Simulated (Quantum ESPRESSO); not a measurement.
**MgS (Niningerite): the LO frequency by hand**

Aim: work out the LO frequency and the static dielectric constant of MgS (Niningerite) from one linear-response run, then check them.

Calculated with Quantum ESPRESSO 7.5; DFT LDA, scalar-relativistic, plane waves, PseudoDojo norm-conserving pseudopotentials.

## Step 1: Set-up

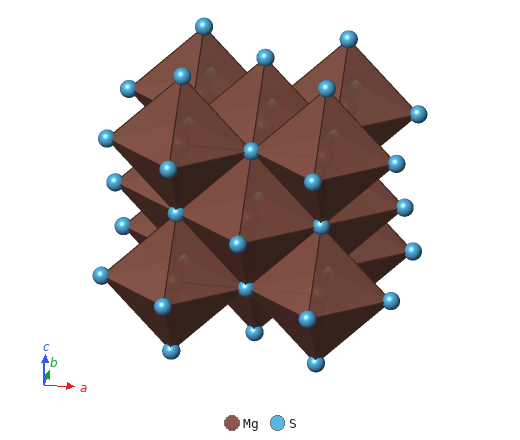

The cell as given, slightly off an axis (magnesium brown, sulfur blue). This picture shows the conventional cell, with its axes. Some periodic images of atoms are drawn too.

This is the cell after its relaxation at this level of theory, not the database cell from which that began.

## Step 2: What the response run gave

A linear-response run on the relaxed cell, with the response to an electric field; only its zone-centre results are used. Cutoff 92 Ry, k mesh 8×8×8.

The program printed:

```text
[banners, grids, parts of the stress and lines that vanish by symmetry left out]
Program PHONON v.7.5
     Reading xml data from directory:

[...]
Exchange-correlation= PW
                           (   1   4   0   0   0   0   0)
[...]
(   8 q-points):
[...]
kinetic-energy cut-off    =      92.0000  Ry
     charge density cut-off    =     368.0000  Ry
     convergence threshold     =      1.0E-18
[...]
Exchange-correlation= PW
                           (   1   4   0   0   0   0   0)
[...]
q = (   0.0000000   0.0000000   0.0000000 )
     49 Sym.Ops. (with q -> -q+G )
     G cutoff =  438.3117  (  27317 G-vectors)     FFT grid: ( 45, 45, 45)
     number of k points=    29
[...]
Mode symmetry, O_h (m-3m)  point group:
[...]
Dielectric constant
[...]
End of electric fields calculation
          Dielectric constant in cartesian axis
          (       5.647373184       0.000000000       0.000000000 )
          (       0.000000000       5.647373184      -0.000000000 )
          (      -0.000000000       0.000000000       5.647373184 )
          Effective charges (d Force / dE) in cartesian axis without acoustic sum rule applied (asr)
           atom    1  Mg    Mean Z*:        2.30172
      Ex  (        2.30172       -0.00000        0.00000 )
      Ey  (       -0.00000        2.30172        0.00000 )
      Ez  (       -0.00000        0.00000        2.30172 )
           atom    2  S     Mean Z*:       -2.31409
      Ex  (       -2.31409        0.00000        0.00000 )
      Ey  (        0.00000       -2.31409       -0.00000 )
      Ez  (        0.00000       -0.00000       -2.31409 )
          Effective charges Sum: Mean:       -0.01238
[...]
Effective charges (d Force / dE) in cartesian axis with asr applied:
           atom    1  Mg    Mean Z*:        2.30790
[...]
atom    2  S     Mean Z*:       -2.30790
[...]
Representation #   1 modes #   1   2   3
[...]
End of self-consistent calculation
     Convergence has been achieved
     Representation #   2 modes #   4   5   6
[...]
End of self-consistent calculation
     Convergence has been achieved
[...]
Dielectric constant in cartesian axis
          (       5.647373184       0.000000000       0.000000000 )
          (       0.000000000       5.647373184      -0.000000000 )
          (      -0.000000000       0.000000000       5.647373184 )
          Effective charges (d Force / dE) in cartesian axis without acoustic sum rule applied (asr)
           atom    1  Mg    Mean Z*:        2.30172
[...]
Mode symmetry, C_s (m)     point group:
[...]
q = (    0.530330086  -0.176776695   0.530330086 )
[...]
Mode symmetry, C_s (m)     point group:
     freq (   1-   1) =        153.1  [cm-1]   --> A''
     freq (   2-   2) =        187.8  [cm-1]   --> A'
     freq (   3-   3) =        226.7  [cm-1]   --> A'
     freq (   4-   4) =        251.5  [cm-1]   --> A''
     freq (   5-   5) =        283.2  [cm-1]   --> A'
     freq (   6-   6) =        309.5  [cm-1]   --> A'
[...]
Mode symmetry, C_2v (mm2)  point group:
[...]
q = (    0.353553391   0.000000000   0.353553391 )
[...]
Mode symmetry, C_2v (mm2)  point group:
     freq (   1-   1) =        157.5  [cm-1]   --> B_2  D_4  S_4
     freq (   2-   2) =        188.5  [cm-1]   --> B_1  D_3  S_3
     freq (   3-   3) =        206.6  [cm-1]   --> B_1  D_3  S_3
     freq (   4-   4) =        262.0  [cm-1]   --> A_1  D_1  S_1
     freq (   5-   5) =        281.9  [cm-1]   --> B_2  D_4  S_4
     freq (   6-   6) =        324.2  [cm-1]   --> A_1  D_1  S_1
[...]
Mode symmetry, D_4h(4/mmm) point group:
[...]
Convergence has been achieved
[...]
Convergence has been achieved
[...]
Convergence has been achieved
[...]
Convergence has been achieved
[...]
q = (    0.000000000  -0.707106781   0.000000000 )
[...]
freq (    5) =       8.343317 [THz] =     278.303106 [cm-1]
     freq (    6) =       9.418907 [THz] =     314.180934 [cm-1]
[...]
Mode symmetry, D_4h(4/mmm) point group:
     freq (   1-   2) =        125.0  [cm-1]   --> E_u  X_5' M_5'
     freq (   3-   3) =        185.0  [cm-1]   --> A_2u X_4' M_4'
     freq (   4-   5) =        278.3  [cm-1]   --> E_u  X_5' M_5'
     freq (   6-   6) =        314.2  [cm-1]   --> A_2u X_4' M_4'
[...]
Mode symmetry, D_2d (-42m) point group:
[...]
Representation #   1 mode #   1
[...]
Convergence has been achieved
     Representation #   2 mode #   2
[...]
Convergence has been achieved
     Representation #   3 modes #   3   4
[...]
End of self-consistent calculation
     Convergence has been achieved
     Representation #   4 modes #   5   6
[...]
End of self-consistent calculation
     Convergence has been achieved
[...]
q = (   -0.353553391  -0.707106781   0.000000000 )
[...]
freq (    1) =       5.133766 [THz] =     171.244009 [cm-1]
     freq (    2) =       5.133766 [THz] =     171.244009 [cm-1]
     freq (    3) =       7.185604 [THz] =     239.685934 [cm-1]
     freq (    4) =       7.252467 [THz] =     241.916251 [cm-1]
     freq (    5) =       8.915870 [THz] =     297.401416 [cm-1]
     freq (    6) =       8.915870 [THz] =     297.401416 [cm-1]
[...]
Mode symmetry, D_2d (-42m) point group:
     freq (   1-   2) =        171.2  [cm-1]   --> E    X_5  W_3
     freq (   3-   3) =        239.7  [cm-1]   --> B_2  X_3  W_2
     freq (   4-   4) =        241.9  [cm-1]   --> A_1  X_1  W_1
     freq (   5-   6) =        297.4  [cm-1]   --> E    X_5  W_3

   JOB DONE.
```

```
                       quantity   value
             cell volume Ω (Å³)  33.786
                 mass of Mg (u)  24.305
                  mass of S (u)  32.060
     Born charge of Mg, raw (e)   2.302
      Born charge of S, raw (e)  -2.314
                             ε∞   5.647
ω(TO) after the sum rule (cm⁻¹)   251.4
```

## Step 3: The calculation

The charges must sum to zero over the cell; taking off their mean, -0.006 e, leaves Z* = 2.308 e on Mg. In the polar mode Mg moves against S, so the reduced mass is μ = 24.30 × 32.06 / 56.37 = 13.825 u.

A longitudinal wave builds up a field that adds to the restoring force: ω(LO)² = ω(TO)² + 4π Z*² / (μ Ω ε∞), in Hartree atomic units. With μ = 25201 electron masses and Ω = 228.00 bohr³ the second term is 2.0628e-06 Ha², or 99363 cm⁻² (1 Ha = 219474.6 cm⁻¹).

So ω(LO) = √(63217 + 99363) = 403.2 cm⁻¹, and by the Lyddane-Sachs-Teller relation ε₀ = ε∞ (ω(LO)/ω(TO))² = 14.52.

## Step 4: Check against the program

The analysis program adds the same non-analytic term to the full matrix, here for q along (1 0 0).

The program printed:

```text
[banner, memory and clock lines left out]
Program DYNMAT v.7.5

     Reading Dynamical Matrix from file x.dyn1
     ...Force constants read
     ...epsilon and Z* read

     Polarizability (A^3 units)
     multiply by 0.392292 for Clausius-Mossotti correction
        12.494777    0.000000   -0.000000
         0.000000   12.494777    0.000000
         0.000000   -0.000000   12.494777

     IR activities are in (D/A)^2/amu units

# mode   [cm-1]    [THz]      IR
    1     -0.00   -0.0000    0.0000
    2     -0.00   -0.0000    0.0000
    3     -0.00   -0.0000    0.0000
    4    251.43    7.5376    8.8890
    5    251.43    7.5376    8.8890
    6    403.21   12.0880    8.8890
```

ε₀ comes from the program's run without a direction of q.

```
    quantity  by hand  program
ω(LO) (cm⁻¹)    403.2    403.2
          ε₀    14.52    14.52
```

## Step 5: Summary of results

```
TO mode                    : 251.4 cm⁻¹
LO mode                    : 403.2 cm⁻¹
static dielectric constant : 14.52
```

In words: The LO mode of MgS (Niningerite) lies at 403 cm⁻¹, 152 cm⁻¹ above the TO mode; the formula meets the program within 0.1 cm⁻¹, as it must for a cubic crystal with one polar mode. ω(LO)² − ω(TO)² goes with Z*²/ε∞: an error of 5 % in ε∞ would move the LO mode by 5.9 cm⁻¹, and semilocal functionals tend to overestimate ε∞. These are harmonic values at zero temperature, at the volume of this functional, for the structure held cubic; stability elsewhere in the zone is no part of this calculation.

[Host names and launcher messages were left out of these logs when they were recorded.]

[Logs are printed without paths, hosts, clocks, repeated set-up lines and the standing remarks that a program may print on its own settings, such as how far it seeks lower states.]

[Hosts, paths, dates, database ids (printed as entryN), source tags and the programs' standing remarks are cut or masked in the printed files.]
